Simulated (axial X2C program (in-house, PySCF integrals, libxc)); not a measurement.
# SbBr⁺: EOM-EA-CCSD levels

Wanted for SbBr⁺: EOM-EA-CCSD levels, at the two-component level.

Program: an in-house X2C program for linear molecules on PySCF integrals. Level of theory: two-component X2C with atomic mean-field terms, Sb dyall-acv3z, Br dyall-acv3z. These are calculated values, not measurements.

### Step 1. Input

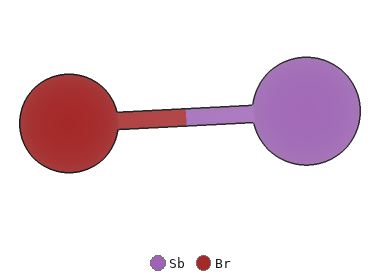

The two atoms at 2.540 Å (antimony purple, bromine red).

Input file task.json:

```json
{"zs": [51, 35], "q": 1, "bas": ["dyall-acv3z", "dyall-acv3z"], "r0": 2.54, "eom": "ea", "thr": -1.0, "nmax": 92, "grid": [1, 0.96, 1.045, 0.92, 1.09, 1.15]}
```

Keys: zs atomic numbers; q charge; bas basis sets; r0 starting distance in Å; eom kind of EOM run; thr threshold in hartree for freezing inner shells (an s shell follows its p shell); nmax most natural virtual spinors; grid distances as factors.

On the command line:

```sh
> python soeom.py task.json out
```

Nuclei are Gaussian, cores are contracted, and the Gaunt term is on.

### Step 2. EOM-EA-CCSD at 2.386 Å

Reference: the closed shell SbBr²⁺; 10 electrons correlated, 92 virtual spinors; roots sought by Ω: 1/2: 5, 3/2: 4, 5/2: 2, 7/2: 1.

Output:

```text
two-component X2C + atomic mean field  HF
basis functions 258  fitting functions 1345  grid points 5803
iter        total energy     max residual
   1      -9078.088652344     3.85e-01
   2      -9078.124299929     5.83e-03
   3      -9078.125810972     4.96e-03
   4      -9078.126684465     1.19e-03
   5      -9078.126835353     6.84e-04
   6      -9078.126886307     2.47e-04
   7      -9078.126901369     1.08e-04
   8      -9078.126903351     3.25e-05
   9      -9078.126903533     9.66e-06
  10      -9078.126903560     5.01e-06
  11      -9078.126903568     2.42e-06
  12      -9078.126903571     5.08e-07
  13      -9078.126903571     1.65e-07
converged
one-electron -13257.05276476  Coulomb 4047.74279528  exact exchange -259.93358471  xc functional 0.00000000  nuclear repulsion 395.88487908  atomic mean-field constant -4.76822847
correlated 10  virtual 338  natural virtual 92  E(MP2) -0.242447864  MP2 remainder -0.023554791
iter   CCSD correlation   residual
   1     -0.227368629   1.71e-01
   2     -0.235104673   9.37e-02
   3     -0.239170713   3.72e-02
   4     -0.239331000   1.50e-02
   5     -0.239476960   6.32e-03
   6     -0.239508622   2.12e-03
   7     -0.239509439   6.32e-04
   8     -0.239516603   3.03e-04
   9     -0.239512916   1.69e-04
  10     -0.239514624   8.15e-05
  11     -0.239513227   3.58e-05
  12     -0.239513331   1.36e-05
  13     -0.239513315   5.17e-06
(T) -0.014801184  T1 0.0539  D1 0.0843  max T2 0.067
EOM-EA-CCSD roots
2*Omega      energy/Eh   energy/eV  one-particle weight
    1      -0.54103085    -14.7222      0.952
    1      -0.41005334    -11.1581      0.953
    1      -0.34013224     -9.2555      0.000
    1      -0.28731691     -7.8183      0.003
    1      -0.28162996     -7.6635      0.962
    3      -0.52553611    -14.3006      0.952
    3      -0.33673120     -9.1629      0.000
    3      -0.29105075     -7.9199      0.025
    3      -0.28596200     -7.7814      0.135
    5      -0.28748394     -7.8228      0.155
    5      -0.28602133     -7.7830      0.000
    7      -0.25221609     -6.8631      0.001
```

T1 in the output is the amplitude norm over the root of the electron number; divide by √2 for the Lee–Taylor value.

| Ω | binding energy (eV) | above lowest (cm⁻¹) | spinor | weight |
| --- | --- | --- | --- | --- |
| 1/2 | 14.722 | 0 | 76% Sb pπ, 11% Br pπ, 6% Br dπ | 0.95 |
| 3/2 | 14.301 | 3400 | 77% Sb pπ, 10% Br pπ, 7% Br dπ | 0.95 |
| 1/2 | 11.158 | 28750 | 43% Sb pσ, 20% Br pσ, 18% Sb dσ | 0.95 |
| 1/2 | 7.664 | 56930 | 60% Sb sσ, 13% Br sσ, 10% Br dσ | 0.96 |

It took 23 s on 1 thread of Arm Neoverse N1, shared host; peak memory 0.82 GiB.

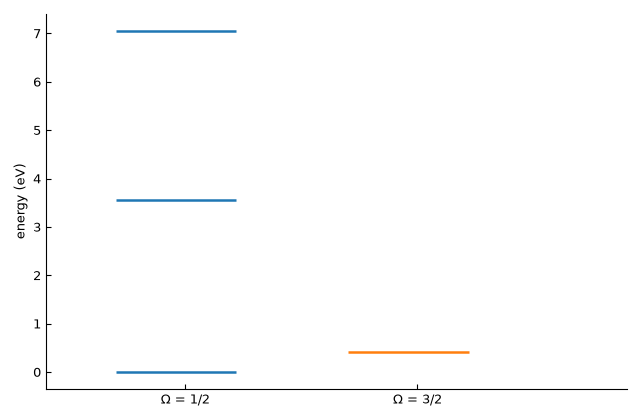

The roots by Ω, from the lowest.

### Step 3. EOM-EA-CCSD at 2.291 Å

| Ω | binding energy (eV) | above lowest (cm⁻¹) | spinor | weight |
| --- | --- | --- | --- | --- |
| 1/2 | 14.586 | 0 | 73% Sb pπ, 11% Br pπ, 8% Br dπ | 0.95 |
| 3/2 | 14.165 | 3390 | 74% Sb pπ, 10% Br pπ, 8% Br dπ | 0.95 |
| 1/2 | 10.701 | 31330 | 41% Sb pσ, 21% Sb dσ, 17% Br pσ | 0.95 |
| 1/2 | 7.703 | 55510 | 58% Sb sσ, 13% Br sσ, 13% Br dσ | 0.97 |

Wall time 27 s (1 thread of Arm Neoverse N1, shared host); peak memory 0.82 GiB.

### Step 4. EOM-EA-CCSD at 2.493 Å

| Ω | binding energy (eV) | above lowest (cm⁻¹) | spinor | weight |
| --- | --- | --- | --- | --- |
| 1/2 | 14.856 | 0 | 79% Sb pπ, 10% Br pπ | 0.95 |
| 3/2 | 14.436 | 3390 | 81% Sb pπ, 9% Br pπ | 0.95 |
| 1/2 | 11.630 | 26020 | 43% Sb pσ, 23% Br pσ, 15% Sb dσ | 0.95 |

It took 26 s on 1 thread of Arm Neoverse N1, shared host; peak memory 0.82 GiB.

### Step 5. EOM-EA-CCSD at 2.195 Å

| Ω | binding energy (eV) | above lowest (cm⁻¹) | spinor | weight |
| --- | --- | --- | --- | --- |
| 1/2 | 14.437 | 0 | 70% Sb pπ, 11% Br pπ, 9% Br dπ | 0.96 |
| 3/2 | 14.018 | 3380 | 71% Sb pπ, 11% Br pπ, 10% Br dπ | 0.96 |
| 1/2 | 10.222 | 33990 | 40% Sb pσ, 25% Sb dσ, 14% Br pσ | 0.95 |
| 1/2 | 7.737 | 54040 | 56% Sb sσ, 16% Br dσ, 13% Br sσ | 0.97 |

Run time: 25 s. Hardware: 1 thread of Arm Neoverse N1, shared host; peak memory 0.82 GiB.

### Step 6. EOM-EA-CCSD at 2.601 Å

| Ω | binding energy (eV) | above lowest (cm⁻¹) | spinor | weight |
| --- | --- | --- | --- | --- |
| 1/2 | 14.965 | 0 | 80% Sb pπ, 10% Br pπ | 0.95 |
| 3/2 | 14.548 | 3360 | 84% Sb pπ, 8% Br pπ | 0.95 |
| 1/2 | 12.048 | 23530 | 44% Sb pσ, 27% Br pσ, 12% Sb dσ | 0.95 |

Wall time 28 s (1 thread of Arm Neoverse N1, shared host); peak memory 0.82 GiB.

### Step 7. EOM-EA-CCSD at 2.744 Å

| Ω | binding energy (eV) | above lowest (cm⁻¹) | spinor | weight |
| --- | --- | --- | --- | --- |
| 1/2 | 15.053 | 0 | 81% Sb pπ, 9% Br pπ | 0.94 |
| 3/2 | 14.650 | 3250 | 89% Sb pπ | 0.94 |
| 1/2 | 12.515 | 20470 | 44% Sb pσ, 31% Br pσ, 9% Sb dσ | 0.95 |

It took 36 s on 1 thread of Arm Neoverse N1, shared host; peak memory 0.82 GiB.

### Step 8. Curves of the states

Energies in eV from the lowest point of the lowest state; states are followed by energy order within each Ω.

| R (Å) | (1)Ω=1/2 | (1)Ω=3/2 | (2)Ω=1/2 |
| --- | --- | --- | --- |
| 2.195 | 0.4465 | 0.8654 | 4.6607 |
| 2.291 | 0.1034 | 0.5243 | 3.9882 |
| 2.386 | 0.0000 | 0.4216 | 3.5641 |
| 2.493 | 0.0773 | 0.4979 | 3.3034 |
| 2.601 | 0.2874 | 0.7039 | 3.2047 |
| 2.744 | 0.6899 | 1.0926 | 3.2275 |

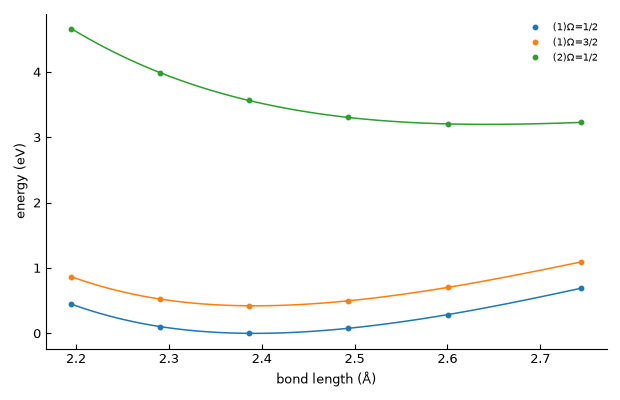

The states along the bond.

Constants where the minimum is well bracketed (masses 120.904 and 78.918 u):

| state | Te (cm⁻¹) | Re (Å) | ωe (cm⁻¹) |
| --- | --- | --- | --- |
| (1)Ω=1/2 | 0 | 2.392 | 314 |
| (1)Ω=3/2 | 3400 | 2.392 | 313 |

### Step 9. Outcome

| quantity | value |
| --- | --- |
| lowest root at 2.386 Å | Ω = 1/2, 14.722 eV |
| next root led by one particle | Ω = 3/2, about 3400 cm⁻¹ higher |
| T1 of the reference | 0.038 |
| lowest state, Re and ωe | 2.392 Å, 314 cm⁻¹ |

In words: The added electron is bound by 14.72 eV in a spinor of 76% Sb pπ, 11% Br pπ, 6% Br dπ. Errors of 0.1 to 0.3 eV are usual at this size, and roots led by higher excitations are left out, so the list is incomplete, and low states of that kind can be missing. T1 or the largest double amplitude of the reference is raised, which lowers the reliability. The bond is 0.072 Å longer than in the closed-shell reference at CCSD (2.320 Å).
